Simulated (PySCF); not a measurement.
Molecule: SMILES c1c(ccc(C=O)c1)C=O (C₈H₆O₂). Atoms near the plane z = 1.0 Å, at the GFN2-xTB optimised geometry (x, y, z in Å): O1 (-1.0, -3.5, 0.0), C2 (-1.5, -2.4, 0.0), C3 (-0.8, -1.1, 0.0), C4 (-1.4, 0.1, 0.0), C5 (-0.8, 1.3, 0.0), C6 (0.6, 1.3, 0.0), C7 (1.4, 2.6, 0.0), O8 (2.6, 2.7, 0.0), C9 (1.3, 0.1, 0.0), C10 (0.6, -1.1, 0.0), H11 (-2.6, -2.3, 0.0), H12 (-2.5, 0.1, 0.0), H13 (-1.3, 2.2, 0.0), H14 (0.7, 3.5, 0.0), H15 (2.4, 0.1, 0.0), H16 (1.2, -2.1, 0.0).

Level of theory: PySCF with B3LYP/def2-TZVP. The values are rescaled to run from 0 to 1.

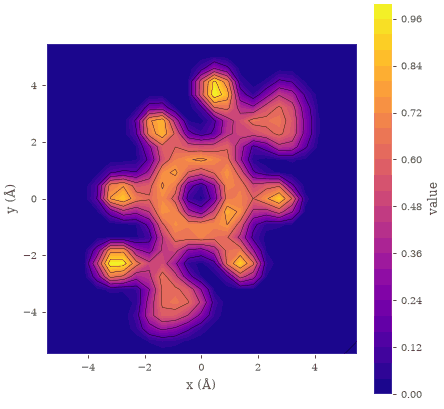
Figure: a field on the plane z = 1.0 Å.

Which quantity is mapped?
(A) electrostatic potential
(B) log10 of the electron density
(C) electron localisation function
(D) deformation density (molecule minus spherical neutral atoms)

C, electron localisation function
